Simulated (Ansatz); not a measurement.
# Resistivity from frozen vibrations: W(100) with 4 thermally displaced layers, 2x2, part 2 of 3

Aim: the resistivity of W at 300 K from frozen thermal displacements between perfect leads.

Ansatz 0.2.0; Ansatz plane-wave DFT, PBE, PAW files; ballistic transport by layer matching (Landauer), zero bias; PAW set soft_1.

So far, open channels per spin nearest the Fermi level: step 2 (with 4 displaced layers) 5.66.

### Step 3. With 8 displaced layers

System of this step: W(100) with 8 thermally displaced layers, 2x2. The cell holds 72 atoms: 72 W. Its edges and angles: a = 6.330 Å, b = 6.330 Å, c = 28.483 Å, α = 90.0°, β = 90.0°, γ = 90.0°. It derives from W. Regions: lead, 40 atoms (40 W); scattering region, 32 atoms (32 W). The structure is stacked along c, and the current runs across the ab planes.

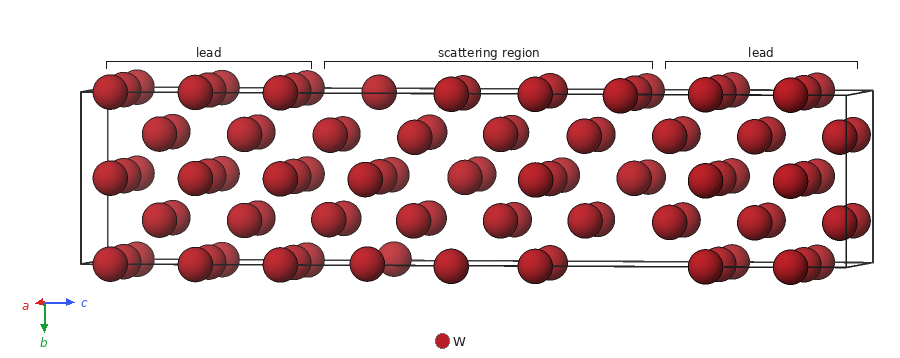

The cell of this step (tungsten red). Some periodic images of atoms are drawn too.

The input, input.yaml:

```yaml
crystal:
  lattice:
    - [6.3296, 0.0, 0.0]
    - [0.0, 6.3296, 0.0]
    - [0.0, 0.0, 28.4832]
  atoms:
    - { symbol: W, position: [0.0, 0.0, 0.0277777778] }
    - { symbol: W, position: [0.0, 0.5, 0.0277777778] }
    - { symbol: W, position: [0.5, 0.0, 0.0277777778] }
    - { symbol: W, position: [0.5, 0.5, 0.0277777778] }
    - { symbol: W, position: [0.25, 0.25, 0.0833333333] }
    - { symbol: W, position: [0.25, 0.75, 0.0833333333] }
    - { symbol: W, position: [0.75, 0.25, 0.0833333333] }
    - { symbol: W, position: [0.75, 0.75, 0.0833333333] }
    - { symbol: W, position: [0.0, 0.0, 0.1388888889] }
    - { symbol: W, position: [0.0, 0.5, 0.1388888889] }
    - { symbol: W, position: [0.5, 0.0, 0.1388888889] }
    - { symbol: W, position: [0.5, 0.5, 0.1388888889] }
    - { symbol: W, position: [0.25, 0.25, 0.1944444444] }
    - { symbol: W, position: [0.25, 0.75, 0.1944444444] }
    - { symbol: W, position: [0.75, 0.25, 0.1944444444] }
    - { symbol: W, position: [0.75, 0.75, 0.1944444444] }
    - { symbol: W, position: [0.0, 0.0, 0.25] }
    - { symbol: W, position: [0.0, 0.5, 0.25] }
    - { symbol: W, position: [0.5, 0.0, 0.25] }
    - { symbol: W, position: [0.5, 0.5, 0.25] }
    - { symbol: W, position: [0.2612287649, 0.2581964394, 0.3060505308] }
    - { symbol: W, position: [0.2424691034, 0.7499722394, 0.3064647795] }
    - { symbol: W, position: [0.7419702331, 0.2524626148, 0.3061509208] }
    - { symbol: W, position: [0.7543381155, 0.7426199351, 0.3046390913] }
    - { symbol: W, position: [0.997279899, 0.9927091605, 0.3635201518] }
    - { symbol: W, position: [0.9969092156, 0.502050317, 0.3607529857] }
    - { symbol: W, position: [0.5098690612, 0.0082292052, 0.3619883104] }
    - { symbol: W, position: [0.4862665322, 0.5003242728, 0.3620580229] }
    - { symbol: W, position: [0.2562572326, 0.2461488684, 0.4191901694] }
    - { symbol: W, position: [0.2417703586, 0.7458769989, 0.4179617196] }
    - { symbol: W, position: [0.7503057349, 0.2624799958, 0.4169277675] }
    - { symbol: W, position: [0.7460535913, 0.7476468196, 0.4151554191] }
    - { symbol: W, position: [0.9920368048, 0.0039290661, 0.4730271423] }
    - { symbol: W, position: [0.0080683922, 0.4952968877, 0.4745616518] }
    - { symbol: W, position: [0.4982088441, 0.0098125657, 0.4716228098] }
    - { symbol: W, position: [0.4954160695, 0.5015567978, 0.4736507944] }
    - { symbol: W, position: [0.2510034989, 0.246350667, 0.525920176] }
    - { symbol: W, position: [0.2412649665, 0.753132992, 0.5291485396] }
    - { symbol: W, position: [0.7489760271, 0.2433039759, 0.5289869493] }
    - { symbol: W, position: [0.742019891, 0.7455557732, 0.5286378933] }
    - { symbol: W, position: [0.9859759007, 0.0024080647, 0.5825277554] }
    - { symbol: W, position: [0.0006810903, 0.4995281871, 0.5836132637] }
    - { symbol: W, position: [0.5043264557, 0.9952734287, 0.5853014067] }
    - { symbol: W, position: [0.50452541, 0.5052585992, 0.5849466808] }
    - { symbol: W, position: [0.2549086766, 0.2552607558, 0.6389935867] }
    - { symbol: W, position: [0.2411075721, 0.7491583257, 0.6378231039] }
    - { symbol: W, position: [0.7411327022, 0.2516108179, 0.6381014426] }
    - { symbol: W, position: [0.7435817006, 0.743499452, 0.639260649] }
    - { symbol: W, position: [0.002235438, 0.0082422717, 0.6944251725] }
    - { symbol: W, position: [0.00649331, 0.5087396744, 0.6960374346] }
    - { symbol: W, position: [0.4852581442, 0.0076578228, 0.6949148213] }
    - { symbol: W, position: [0.5026411727, 0.5023136905, 0.6949745667] }
    - { symbol: W, position: [0.25, 0.25, 0.75] }
    - { symbol: W, position: [0.25, 0.75, 0.75] }
    - { symbol: W, position: [0.75, 0.25, 0.75] }
    - { symbol: W, position: [0.75, 0.75, 0.75] }
    - { symbol: W, position: [0.0, 0.0, 0.8055555556] }
    - { symbol: W, position: [0.0, 0.5, 0.8055555556] }
    - { symbol: W, position: [0.5, 0.0, 0.8055555556] }
    - { symbol: W, position: [0.5, 0.5, 0.8055555556] }
    - { symbol: W, position: [0.25, 0.25, 0.8611111111] }
    - { symbol: W, position: [0.25, 0.75, 0.8611111111] }
    - { symbol: W, position: [0.75, 0.25, 0.8611111111] }
    - { symbol: W, position: [0.75, 0.75, 0.8611111111] }
    - { symbol: W, position: [0.0, 0.0, 0.9166666667] }
    - { symbol: W, position: [0.0, 0.5, 0.9166666667] }
    - { symbol: W, position: [0.5, 0.0, 0.9166666667] }
    - { symbol: W, position: [0.5, 0.5, 0.9166666667] }
    - { symbol: W, position: [0.25, 0.25, 0.9722222222] }
    - { symbol: W, position: [0.25, 0.75, 0.9722222222] }
    - { symbol: W, position: [0.75, 0.25, 0.9722222222] }
    - { symbol: W, position: [0.75, 0.75, 0.9722222222] }
kpoints:
  mp_grid: { grid: [4, 4, 1] }
hamiltonian:
  xc: pbe
  pseudopotentials: { kind: paw, azcp: { folder: soft_1 } }
scf:
  occupations: { method: fermi_dirac, width: 0.1 }
output:
  transmission: { leads: [[0, 4]], kmesh: [8, 8], e_range: [-0.05, 0.05], de: 0.05 }
  write_potential: true
  write_density: true
  volumetric_format: npy
```

Command:

```sh
$ ansatz run input.yaml --threads 4 --pin off --max-ram 15360MiB --backend cpu --events-out ev --progress --plain --runs-dir out
```

Numbers of over 12 decimals in the logs are rounded to 6 here.

Output:

```text
[...]
Crystal: 72 atoms, lattice volume = 1141.146 Å³
Basis set: ecut = 420 eV, 22299 PW (Γ)
Bands: 605, of which v1, the nominal top of the filled ones, is band 504 counted from 1 (503 counted from 0)
Symmetry: 1 space group operations
[...]
k-points: 10 of 16 (time reversal used)
[...]
SCF iter   1: F=—  HF=-747798.866886 eV  |F-HF|=—  |Δ(HF+E_count)|=         —  Δρ=6.30e-2  dr2=3.96e1  ethr=3.10e-3  ⟨swp⟩=5.1  Hψ=21911  notcnv=0
[...]
SCF iter   8: F=-747785.123198 eV  HF=-747785.123198 eV  |F-HF|=1.27e-8  |Δ(HF+E_count)|=   2.21e-9  Δρ=6.70e-7  dr2=1.52e-8  ethr=9.92e-12  ⟨swp⟩=6.7  Hψ=12813  notcnv=0
SCF 1 converged in 8 iterations: F = -747785.123198 eV  dr2 = 1.52e-8
[...]
transmission: 123 of 1224 steps passed
transmission: 249 of 1224 steps passed
[...]
transmission: 1224 of 1224 steps passed
SCF converged after 8 iterations
Free energy (F): -747785.123198 eV
[...]
Internal energy: -747783.883039 eV  (E = F + TS)
E sigma→0 (E₀):  -747784.503118 eV
Entropy (-TS):   -1.240159 eV (-17.224 meV/atom)
Fermi energy:    22.425443 eV
[...]
--- Band table (eV; the first three rows and the last of 10) ---
  k-point 0: bands = [... 500 lower, 22.3536, 22.3568, 22.3741, 22.3893, 22.4121, 22.4200, 22.4385, 22.4521, ... 97 higher]
  k-point 1: bands = [... 500 lower, 22.3021, 22.3262, 22.3373, 22.3459, 22.3631, 22.3769, 22.4522, 22.4685, ... 97 higher]
  k-point 2: bands = [... 500 lower, 22.4538, 22.4650, 22.5108, 22.5343, 22.5549, 22.5684, 22.6109, 22.6265, ... 97 higher]
  k-point 9: bands = [... 500 lower, 21.6825, 21.7051, 21.7727, 21.8031, 22.4976, 22.5269, 22.5583, 22.5748, ... 97 higher]
--- Transmission ---
  basis      : 349 plane waves across, 36 finite elements along
  points     : 34, standing for a mesh of 8 x 8
[...]
channels       : 5.218750e0 a spin
[...]
slowest decay  : 0.0388 /Å at (0.5000, 0.5000)
  junction   : crystal 0 to crystal 0, 0.70 to 27.60 Å
    transmission   : 4.470003e0 a spin
[...]
```

Run time: 8.3 min. Hardware: 4 threads of Intel Xeon 6975P-C (Granite Rapids), shared host; peak memory 8.2 GiB; 28 min of CPU time.

This step gave:

- free energy: -747785.1232 eV
- energy at zero smearing: -747784.5031 eV
- Fermi energy: 22.43 eV
- transmission per spin nearest the Fermi level: 4.470
- open channels per spin nearest the Fermi level: 5.219
- step of the lead's potential: 2.5 meV

Per spin. Transmission, zone mean against energy, zero at the Fermi level:

```csv
energy (eV),"transmission, zone mean"
-0.0500,4.29
0.0000,4.47
0.0500,4.87
```

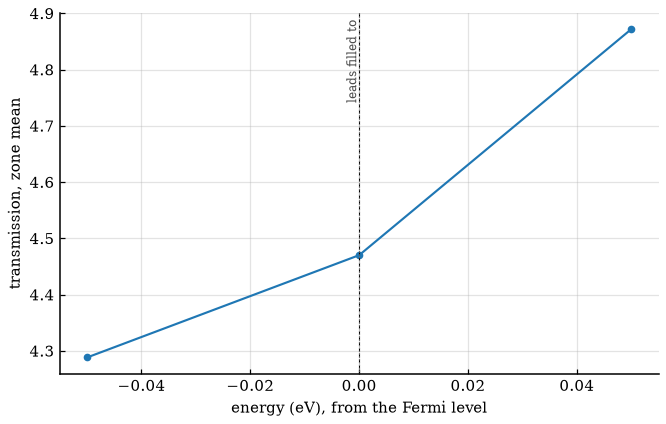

Transmission, zone mean against energy.

Over the solved energies the transmission per spin lies between 4.29 and 4.87, out of 5.18 channels of the lead on average (up to 5.66).

[end of part 2 of 3]

[Logs are printed without paths, hosts, clocks, repeated set-up lines and the standing remarks that a program may print on its own settings, such as how far it seeks lower states.]

[Hosts, paths, dates, database ids (printed as entryN), source tags and the programs' standing remarks are cut or masked in the printed files.]
